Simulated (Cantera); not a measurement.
Input: 1 mol Si, 3.4 mol SF6, at 0.00133 bar.

Method: chemical equilibrium by Gibbs-energy minimisation in Cantera with the NASA 1993 tables (ideal gas, pure condensed phases). Candidate condensed phases: S, Si; 21 gas species. The tables' values for SF3, S2F2 (SSF2), SF5 are old estimates; treat these amounts as uncertain. Equilibrium is a limit: real reactors are often held back by kinetics, nucleation or transport.

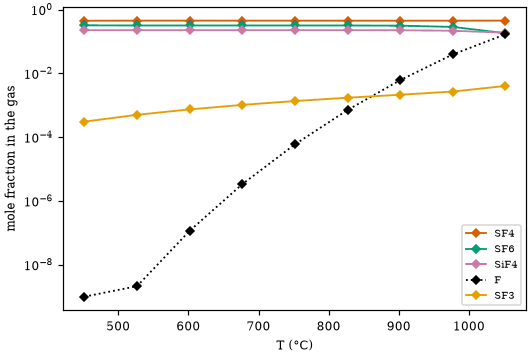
Equilibrium gas composition (values under 1e-9 drawn at 1e-9)

**Question.** Read off the mole fractions at 977 °C.

**Answer.** SF4 about 0.45, SF6 about 0.29, SiF4 about 0.22, F about 0.039, SF3 about 0.0027.
